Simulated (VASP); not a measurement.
# B2SbN: structure and properties in VASP, part 3 of 5

What structure does B2SbN take at this level, and what are its properties? The cell is invented: it takes the structure of COD entry 9008833, BAs (space group 216 there), with some of its atoms replaced by other elements, volume scaled by an estimate. It may not be a known or stable phase. Left out of this account: 1 further run (relaxation: it shows nothing beyond the runs told).

VASP 6.6.1, plane waves and PAW; the level of theory is named at each step.

So far. Step 3 (Relaxing cell and atoms (optB86b-vdW)): It ends with a largest force of 0.001 eV/Å and a pressure of 0.01 GPa. Step 4 (Single point with fields (optB86b-vdW)): In this run the pressure is 0.00 GPa, small enough to go on.

## (5) Band structure (optB86b-vdW)

Level of this step: optB86b-vdW; plane waves and PAW (Sb, N, B); invented cell (VASP).

The mesh alone shows little of the dispersion and can miss band extrema, so KPOINTS_OPT adds a path through the symmetry points after the self-consistent cycle.

Input file INCAR:

```
SYSTEM = B2SbN
PREC = Accurate
ENCUT = 520
EDIFF = 1E-06
NELM = 100
ISMEAR = 0
SIGMA = 0.05
LREAL = .FALSE.
ALGO = Normal
GGA = MK
AGGAC = 0
LUSE_VDW = .TRUE.
PARAM1 = 0.1234
PARAM2 = 1
LASPH = .TRUE.
NBANDS = 22
LORBIT = 11
LWAVE = .FALSE.
LCHARG = .FALSE.
KPAR = 2
```

Input file POSCAR:

```
B2SbN
1.0
    3.1505294572      0.0000000000      0.0000000000
    0.0000000000      3.1505294572      0.0000000000
    0.0000000000      0.0000000000      4.6345937426
Sb N B
1 1 2
Direct
    0.5000000000      0.5000000000      0.0000000000
    0.0000000000      0.0000000000      0.5000000000
    0.0000000000      0.5000000000      0.3269467459
    0.5000000000      0.0000000000      0.6730532541
```

Input file KPOINTS:

```
Automatic mesh
0
Gamma
7 7 5
0 0 0
```

Input file KPOINTS_OPT:

```
Line mode
16
Line-mode
Reciprocal
  0.00000000   0.00000000   0.00000000 GAMMA
  0.00000000   0.50000000   0.00000000 X

  0.00000000   0.50000000   0.00000000 X
  0.50000000   0.50000000   0.00000000 M

  0.50000000   0.50000000   0.00000000 M
  0.00000000   0.00000000   0.00000000 GAMMA

  0.00000000   0.00000000   0.00000000 GAMMA
  0.00000000   0.00000000   0.50000000 Z

  0.00000000   0.00000000   0.50000000 Z
  0.00000000   0.50000000   0.50000000 R

  0.00000000   0.50000000   0.50000000 R
  0.50000000   0.50000000   0.50000000 A

  0.50000000   0.50000000   0.50000000 A
  0.00000000   0.00000000   0.50000000 Z

  0.00000000   0.50000000   0.00000000 X
  0.00000000   0.50000000   0.50000000 R

  0.50000000   0.50000000   0.00000000 M
  0.50000000   0.50000000   0.50000000 A
```

The projector-augmented-wave data sets are Sb, N and B (PBE family, release 64).

Started as:

```console
$ mpirun -np 2 vasp_std
```

What it wrote:

```text
[... set-up lines as in an earlier step ...]
 entering main loop
       N       E                     dE             d eps       ncg     rms          rms(c)
DAV:   1     0.512495283071E+02    0.51250E+02   -0.62329E+03  1320   0.639E+02
DAV:   2    -0.163836245676E+02   -0.67633E+02   -0.62455E+02  1754   0.144E+02
DAV:   3    -0.197090372926E+02   -0.33254E+01   -0.32699E+01  1638   0.297E+01
DAV:   4    -0.197284094927E+02   -0.19372E-01   -0.19368E-01  1458   0.262E+00
DAV:   5    -0.197285481942E+02   -0.13870E-03   -0.13870E-03  1636   0.224E-01    0.755E+00
DAV:   6    -0.188331856784E+02    0.89536E+00   -0.46751E-01  1548   0.683E+00    0.423E+00
DAV:   7    -0.187270521179E+02    0.10613E+00   -0.26562E-01  1476   0.303E+00    0.191E+00
DAV:   8    -0.187094948666E+02    0.17557E-01   -0.41526E-02  1520   0.106E+00    0.643E-01
DAV:   9    -0.187105338047E+02   -0.10389E-02   -0.36057E-03  1592   0.356E-01    0.173E-01
DAV:  10    -0.187105730664E+02   -0.39262E-04   -0.37711E-04  1478   0.130E-01    0.546E-02
DAV:  11    -0.187106027904E+02   -0.29724E-04   -0.63071E-05  1524   0.540E-02    0.201E-02
DAV:  12    -0.187106049651E+02   -0.21747E-05   -0.10913E-05  1530   0.186E-02    0.480E-03
DAV:  13    -0.187106057206E+02   -0.75557E-06   -0.98043E-07  1250   0.631E-03
   1 F= -.18710606E+02 E0= -.18710222E+02  d E =-.767784E-03
 Start KPOINTS_OPT (optional k-point list driver)
k-point batch [1-30\144]
       N       E                     dE             ncg
DAV:   1     0.267541879427E+04   -0.97850E+04     1320
DAV:   2     0.714414001641E+03   -0.19610E+04     1770
DAV:   3     0.618872293514E+03   -0.95542E+02     1656
DAV:   4     0.618309144372E+03   -0.56315E+00     1464
DAV:   5     0.618305336812E+03   -0.38076E-02     1626
DAV:   6     0.618305288902E+03   -0.47910E-04     1508
DAV:   7     0.618305288205E+03   -0.69622E-06     1444
[...]
k-point batch [121-144\144]
       N       E                     dE             ncg
DAV:   1     0.529850874890E+04   -0.14667E+05     1056
DAV:   2     0.383392964545E+04   -0.14646E+04     1432
DAV:   3     0.377106450643E+04   -0.62865E+02     1326
DAV:   4     0.377071684975E+04   -0.34766E+00     1128
DAV:   5     0.377071401119E+04   -0.28386E-02     1230
DAV:   6     0.377071397222E+04   -0.38972E-04     1140
DAV:   7     0.377071397162E+04   -0.59913E-06     1048
```

It took 40 s on 2 MPI ranks of Intel Xeon Platinum 8375C at 2.90GHz (Ice Lake), shared host; peak memory 0.66 GiB.

Parts of OUTCAR (step 5):

```text
   k-points           NKPTS =     30   k-points in BZ     NKDIM =     30   number of bands    NBANDS=     22

   NELECT =      16.0000    total number of electrons

 E-fermi :   9.1523

 k-point     1 :       0.0000    0.0000    0.0000
  band No.  band energies     occupation
    ...
      3      -0.4428      2.00000
      4       2.5538      2.00000
      5       2.5538      2.00000
      6       7.5770      2.00000
      7       8.0976      2.00000
      8       9.5175      0.00000
      9       9.5175      0.00000
     10      10.5613      0.00000
     11      12.7449      0.00000
     12      12.7449      0.00000
    ...

Total vdW correction in eV:      2.1526718

  Total        0.0133927      0.0133927     -0.0245267      0.0000000     -0.0000000      0.0000000
  in kB        0.4664459      0.4664459     -0.8542230      0.0000000     -0.0000000      0.0000000
  external PRESSURE =       0.0262229 kB  Pullay stress =       0.0000000 kB

 POSITION                                       TOTAL-FORCE (eV/Angst)
 -----------------------------------------------------------------------------------
      1.57526      1.57526      0.00000         0.000000      0.000000      0.000000
      0.00000      0.00000      2.31730        -0.000000      0.000000      0.000000
      0.00000      1.57526      1.51527        -0.000000      0.000000      0.001111
      1.57526      0.00000      3.11933        -0.000000      0.000000     -0.001111
 -----------------------------------------------------------------------------------
    total drift:                               -0.000000     -0.000000      0.000000

  FREE ENERGIE OF THE ION-ELECTRON SYSTEM (eV)
  ---------------------------------------------------
  free  energy   TOTEN  =       -18.7106057206 eV

  energy  without entropy=      -18.7098379364  energy(sigma->0) =      -18.71022183

Total vdW correction in eV:      2.1526597

[... 8 parts as in an earlier step ...]

[... 8 further parts left out ...]
```

Spin-orbit coupling is off here; with elements this heavy it splits and shifts levels by tenths of an eV or more.

This step gave:

* SCF cycles: 13
* bands: 22
* pressure: 0.002622 GPa

Electronic bands along the path, in eV, zero at the Fermi level; # counts the bands kept, so #1 is VASP's band 3:

```tsv
point	#3	#4	#5	#6	#7	#8	#9	#10
Γ	-6.60	-1.58	-1.05	0.37	0.37	1.41	3.59	3.59
X	-6.25	-5.82	-5.80	-0.37	1.58	3.21	3.29	6.21
M	-6.17	-5.37	-5.37	-3.61	0.47	0.99	1.36	1.36
Γ	-6.60	-1.58	-1.05	0.37	0.37	1.41	3.59	3.59
Z	-6.38	-4.65	-0.89	-0.89	0.08	1.30	4.67	5.39
R	-5.79	-3.41	-2.89	-0.05	-0.01	3.17	3.57	5.32
A	-6.59	-6.59	-6.57	-6.17	3.50	3.69	3.69	5.20
Z	-6.38	-4.65	-0.89	-0.89	0.08	1.30	4.67	5.39
jump to X	-6.25	-5.82	-5.80	-0.37	1.58	3.21	3.29	6.21
R	-5.79	-3.41	-2.89	-0.05	-0.01	3.17	3.57	5.32
jump to M	-6.17	-5.37	-5.37	-3.61	0.47	0.99	1.36	1.36
A	-6.59	-6.59	-6.57	-6.17	3.50	3.69	3.69	5.20
```

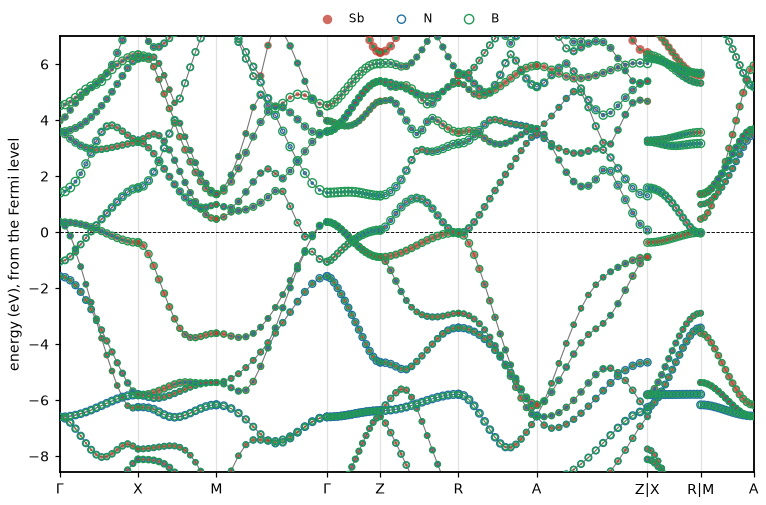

Electronic bands along the path; dots are coloured as in the legend, and their area grows with the weight.

There is no gap at this level.

## (6) Density of states (optB86b-vdW)

A density of states needs more k-points than a total energy; ISMEAR = -5 takes tetrahedra, and LORBIT projects the states on the PAW spheres. The mesh is finer than in the run before.

INCAR, as its differences from that of step 5:

```diff
@@ -5,3 +5,3 @@
 NELM = 100
-ISMEAR = 0
+ISMEAR = -5
 SIGMA = 0.05
@@ -20 +20,2 @@
 KPAR = 2
+NEDOS = 2001
```

POSCAR is that of step 5.

Input file KPOINTS:

```
Automatic mesh
0
Gamma
10 10 7
0 0 0
```

Started as:

```console
$ mpirun -np 2 vasp_std
```

What it wrote:

```text
[... set-up lines as in an earlier step ...]
 entering main loop
       N       E                     dE             d eps       ncg     rms          rms(c)
DAV:   1     0.515627727109E+02    0.51563E+02   -0.63380E+03  3696   0.642E+02
DAV:   2    -0.163920928717E+02   -0.67955E+02   -0.62369E+02  4952   0.142E+02
DAV:   3    -0.197137280466E+02   -0.33216E+01   -0.32689E+01  4610   0.296E+01
DAV:   4    -0.197324915325E+02   -0.18763E-01   -0.18705E-01  4074   0.259E+00
DAV:   5    -0.197326264595E+02   -0.13493E-03   -0.13478E-03  4498   0.219E-01    0.756E+00
DAV:   6    -0.188350634982E+02    0.89756E+00   -0.46442E-01  4420   0.683E+00    0.424E+00
DAV:   7    -0.187288602034E+02    0.10620E+00   -0.26326E-01  4086   0.305E+00    0.191E+00
DAV:   8    -0.187122439227E+02    0.16616E-01   -0.41613E-02  4282   0.106E+00    0.655E-01
DAV:   9    -0.187132964543E+02   -0.10525E-02   -0.36908E-03  4324   0.358E-01    0.163E-01
DAV:  10    -0.187132412559E+02    0.55198E-04   -0.37379E-04  4112   0.125E-01    0.592E-02
DAV:  11    -0.187131991127E+02    0.42143E-04   -0.71457E-05  4260   0.557E-02    0.206E-02
DAV:  12    -0.187131921414E+02    0.69714E-05   -0.10129E-05  4310   0.182E-02    0.524E-03
DAV:  13    -0.187131951807E+02   -0.30393E-05   -0.13528E-06  3684   0.736E-03    0.354E-03
DAV:  14    -0.187131948444E+02    0.33631E-06   -0.75043E-08  1962   0.157E-03
   1 F= -.18713195E+02 E0= -.18713195E+02  d E =0.000000E+00
 -----------------------------------------------------------------------------
|                                                                             |
|           W    W    AA    RRRRR   N    N  II  N    N   GGGG   !!!           |
|           W    W   A  A   R    R  NN   N  II  NN   N  G    G  !!!           |
|           W    W  A    A  R    R  N N  N  II  N N  N  G       !!!           |
|           W WW W  AAAAAA  RRRRR   N  N N  II  N  N N  G  GGG   !            |
|           WW  WW  A    A  R   R   N   NN  II  N   NN  G    G                |
|           W    W  A    A  R    R  N    N  II  N    N   GGGG   !!!           |
|                                                                             |
|     Tetrahedron method does not include variations of the Fermi             |
|     occupations, so forces and stress will be inaccurate. We suggest        |
|     using a different smearing scheme ISMEAR = 1 or 2 for metals in         |
|     relaxations.                                                            |
|                                                                             |
 -----------------------------------------------------------------------------
```

Wall time 45 s (2 MPI ranks); peak memory 0.71 GiB; 84 s of CPU time.

From OUTCAR (step 6):

```text
   k-points           NKPTS =     84   k-points in BZ     NKDIM =     84   number of bands    NBANDS=     22

   NELECT =      16.0000    total number of electrons

 E-fermi :   9.1313

 k-point     1 :       0.0000    0.0000    0.0000
  band No.  band energies     occupation
    ...
      4       2.5544      2.00000
      5       2.5544      2.00000
      6       7.5778      2.00000
      7       8.0973      2.00000
      8       9.5170      0.66784
      9       9.5170     -0.03813
     10      10.5602      0.00000
     11      12.7443      0.00000
     12      12.7443      0.00000
     13      13.1303      0.00000
    ...

Total vdW correction in eV:      2.1521202

  Total        0.0071561      0.0071561     -0.0368011      0.0000000      0.0000000      0.0000000
  in kB        0.2492351      0.2492351     -1.2817184      0.0000000      0.0000000      0.0000000
  external PRESSURE =      -0.2610827 kB  Pullay stress =       0.0000000 kB

 POSITION                                       TOTAL-FORCE (eV/Angst)
 -----------------------------------------------------------------------------------
      1.57526      1.57526      0.00000        -0.000000      0.000000      0.000000
      0.00000      0.00000      2.31730        -0.000000      0.000000      0.000000
      0.00000      1.57526      1.51527        -0.000000      0.000000      0.023347
      1.57526      0.00000      3.11933         0.000000      0.000000     -0.023347
 -----------------------------------------------------------------------------------
    total drift:                               -0.000000     -0.000000     -0.000000

  FREE ENERGIE OF THE ION-ELECTRON SYSTEM (eV)
  ---------------------------------------------------
  free  energy   TOTEN  =       -18.7131948444 eV

  energy  without entropy=      -18.7131948444  energy(sigma->0) =      -18.71319484

Total vdW correction in eV:      2.1521243

[... 6 parts as in an earlier step ...]

[... 10 further parts left out ...]
```

With tetrahedra the forces and stress of a metal are not exact derivatives of the energy.

This step gave:

```
SCF cycles             : 14
irreducible k-points   : 84
Fermi energy           : 9.131 eV
pressure               : -0.02611 GPa
DOS at the Fermi level : 0.1253 states/eV/cell
```

The density of states has structure finer than the step of the table below, so its rows give means over 1 eV, whole bins alone (the curve runs from -12.0 to 6.66 eV). Peaks (eV: height): total -9.2: 2.50, 2.9: 4.02, 3.6: 3.75, 5.1: 2.91; B p 2.9: 0.627, 3.6: 0.834, 5.3: 0.909, 6.0: 0.662; Sb p -5.5: 0.275, -4.7: 0.279, -3.6: 0.286, -3.0: 0.267; N p -9.2: 0.421, -7.6: 0.479, -6.4: 0.804, 2.9: 0.524; B s -9.2: 0.603, 1.7: 0.305, 2.9: 0.488, 3.6: 0.330.

States under -12.0 eV and over 6.7 eV are left out. Density of states against energy, zero at the Fermi level; means over each step; 7 of 8 lines; values in states/eV/cell:

```tsv
energy (eV)	total	B p	Sb p	N p	B s	Sb d	N s
-11	0.249	0.0119	0.00917	0.0147	0.0388	4.9e-4	0.00176
-10	0.580	0.0460	0.0369	0.0968	0.103	0.00102	0.00701
-9	1.70	0.105	0.147	0.283	0.362	0.00634	0.0299
-8	1.17	0.137	0.0636	0.260	0.132	0.00474	0.0146
-7	1.60	0.269	0.0611	0.506	0.0659	0.00662	0.00705
-6	1.44	0.257	0.107	0.441	0.0394	0.00571	0.00704
-5	1.52	0.277	0.257	0.255	0.0611	0.0113	0.0115
-4	1.26	0.240	0.233	0.221	0.0349	0.00787	0.00848
-3	1.06	0.205	0.225	0.170	0.0190	0.00977	0.00601
-2	0.646	0.145	0.144	0.0662	0.00989	0.0116	0.00369
-1	0.803	0.234	0.179	0.0383	0.00911	0.0167	0.00504
0	0.456	0.128	0.0759	0.0182	0.0230	0.0107	0.0179
1	1.13	0.157	0.0283	0.0569	0.178	0.0544	0.0957
2	1.37	0.201	0.0499	0.0956	0.193	0.0758	0.0555
3	1.99	0.374	0.0994	0.217	0.195	0.119	0.0191
4	2.06	0.485	0.102	0.224	0.131	0.128	0.0294
5	2.28	0.670	0.123	0.199	0.0915	0.133	0.0135
6	1.60	0.452	0.0657	0.169	0.0636	0.0957	0.0244
```

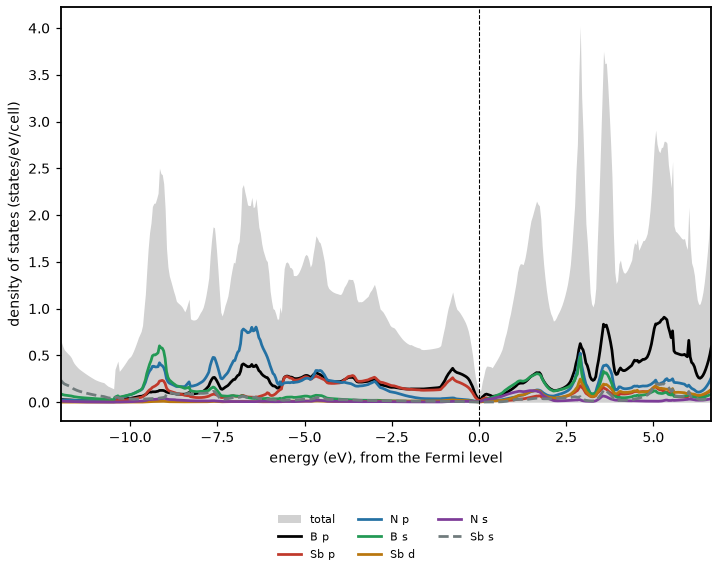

Density of states, plotted against energy.

The finer mesh and the other smearing move the Fermi level by -0.02 eV from the 7×7×5 run, a small shift, which tests the Fermi level alone. Of the states within 0.3 eV of the Fermi level, the largest shares in the PAW spheres are B p 28 % and Sb p 16 %. The rest lies in smaller channels or between the spheres.

## (7) Volume scan with optB86b-vdW

An equation of state needs energies on both sides of the minimum, all on one mesh and cutoff.

INCAR, as its differences from that of step 6:

```diff
@@ -5,3 +5,3 @@
 NELM = 100
-ISMEAR = -5
+ISMEAR = 0
 SIGMA = 0.05
@@ -15,3 +15,3 @@
 LASPH = .TRUE.
-NBANDS = 22
+NBANDS = 14
 LORBIT = 11
@@ -20,2 +20,2 @@
 KPAR = 2
-NEDOS = 2001
+ISIF = 2
```

Input file POSCAR:

```
B2SbN
1.0
    3.0862148914      0.0000000000      0.0000000000
    0.0000000000      3.0862148914      0.0000000000
    0.0000000000      0.0000000000      4.5399836498
Sb N B
1 1 2
Direct
    0.5000000000      0.5000000000      0.0000000000
    0.0000000000      0.0000000000      0.5000000000
    0.0000000000      0.5000000000      0.3269467459
    0.5000000000      0.0000000000      0.6730532541
```

Input file KPOINTS:

```
Automatic mesh
0
Gamma
7 7 5
0 0 0
```

Started as:

```console
$ mpirun -np 2 vasp_std
```

What it wrote:

```text
[... set-up lines as in an earlier step ...]
 entering main loop
       N       E                     dE             d eps       ncg     rms          rms(c)
DAV:   1     0.696180340908E+02    0.69618E+02   -0.67505E+03   840   0.100E+03
DAV:   2    -0.147098023067E+02   -0.84328E+02   -0.77201E+02  1180   0.196E+02
DAV:   3    -0.197175494043E+02   -0.50077E+01   -0.49435E+01  1032   0.531E+01
DAV:   4    -0.197736543971E+02   -0.56105E-01   -0.56065E-01  1014   0.622E+00
DAV:   5    -0.197745409509E+02   -0.88655E-03   -0.88651E-03  1020   0.761E-01    0.810E+00
DAV:   6    -0.187527678158E+02    0.10218E+01   -0.14769E+00  1096   0.108E+01    0.466E+00
DAV:   7    -0.186285257861E+02    0.12424E+00   -0.40301E-01   912   0.494E+00    0.190E+00
DAV:   8    -0.186130239483E+02    0.15502E-01   -0.47410E-02  1104   0.156E+00    0.601E-01
DAV:   9    -0.186133000326E+02   -0.27608E-03   -0.48992E-03  1038   0.669E-01    0.171E-01
DAV:  10    -0.186133035678E+02   -0.35351E-05   -0.69562E-04  1080   0.245E-01    0.547E-02
DAV:  11    -0.186133393678E+02   -0.35800E-04   -0.17643E-04   930   0.107E-01    0.241E-02
DAV:  12    -0.186133352368E+02    0.41310E-05   -0.20931E-05  1096   0.418E-02    0.867E-03
DAV:  13    -0.186133368755E+02   -0.16387E-05   -0.46439E-06   900   0.198E-02    0.408E-03
DAV:  14    -0.186133368545E+02    0.20931E-07   -0.96769E-08   522   0.282E-03
   1 F= -.18613337E+02 E0= -.18612953E+02  d E =-.768656E-03
```

Elapsed: 32 s, on 2 MPI ranks; peak memory 0.62 GiB.

From OUTCAR (step 7):

```text
   ENCUT  =  520.0 eV  38.22 Ry    6.18 a.u.   5.74  5.74  8.44*2*pi/ulx,y,z

   NELECT =      16.0000    total number of electrons

 E-fermi :  10.0042

 k-point     1 :       0.0000    0.0000    0.0000
  band No.  band energies     occupation
    ...
      3      -0.0218      2.00000
      4       3.0356      2.00000
      5       3.0356      2.00000
      6       8.3939      2.00000
      7       9.0126      2.00000
      8      10.4299      0.00000
      9      10.4299      0.00000
     10      11.5345      0.00000
     11      13.7080      0.00000
     12      13.7080      0.00000
    ...

Total vdW correction in eV:      2.0715077

  Total        3.0239122      3.0239122      3.4632111      0.0000000      0.0000000      0.0000000
  in kB      112.0400118    112.0400118    128.3166281      0.0000000      0.0000000      0.0000000
  external PRESSURE =     117.4655506 kB  Pullay stress =       0.0000000 kB

 POSITION                                       TOTAL-FORCE (eV/Angst)
 -----------------------------------------------------------------------------------
      1.54311      1.54311      0.00000        -0.000000      0.000000     -0.000000
      0.00000      0.00000      2.26999         0.000000      0.000000     -0.000000
      0.00000      1.54311      1.48433        -0.000000      0.000000      0.442185
      1.54311      0.00000      3.05565        -0.000000      0.000000     -0.442185
 -----------------------------------------------------------------------------------
    total drift:                               -0.000000     -0.000000     -0.000000

  FREE ENERGIE OF THE ION-ELECTRON SYSTEM (eV)
  ---------------------------------------------------
  free  energy   TOTEN  =       -18.6133368545 eV

  energy  without entropy=      -18.6125681988  energy(sigma->0) =      -18.61295253

Total vdW correction in eV:      2.0715203

[... 4 parts as in an earlier step ...]

[... 12 further parts left out ...]
```

The scan keeps the cell's shape and the fractional positions fixed.

This step gave:

- bands: 14
- irreducible k-points: 30
- free energy (TOTEN): -18.61 eV
- energy at zero smearing: -18.61 eV
- Fermi energy: 10.00 eV
- pressure: 11.75 GPa

Force by atom:

```tsv
atom	x (eV/Å)	y (eV/Å)	z (eV/Å)	size
Sb1	0.000	0.000	0.000	0.000
N2	0.000	0.000	0.000	0.000
B3	0.000	0.000	0.442	0.442
B4	0.000	0.000	-0.442	0.442
```

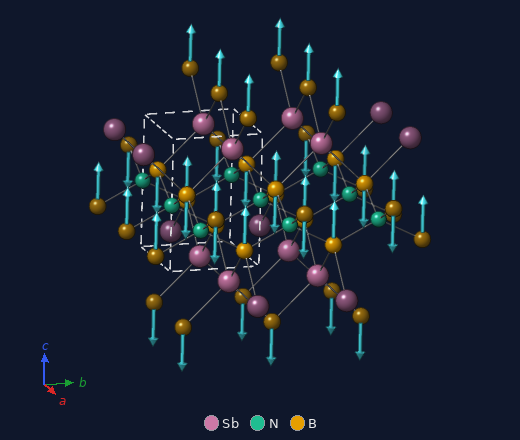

Force as arrows, the longest 0.442 eV/Å. 2×2×1 cells are drawn. Some periodic images of atoms are drawn too.

The pressure here is 11.75 GPa.

(Part 3 of 5 ends here.)

[Lines on the potential files, build, host, timing and source positions are cut from VASP's logs without a mark.]

[Logs are printed without paths, hosts, clocks, repeated set-up lines and the standing remarks that a program may print on its own settings, such as how far it seeks lower states.]

[Hosts, paths, dates, database ids (printed as entryN), source tags and the programs' standing remarks are cut or masked in the printed files.]

[A measured line is paired with the nearest computed mode of its activity, which favours agreement.]
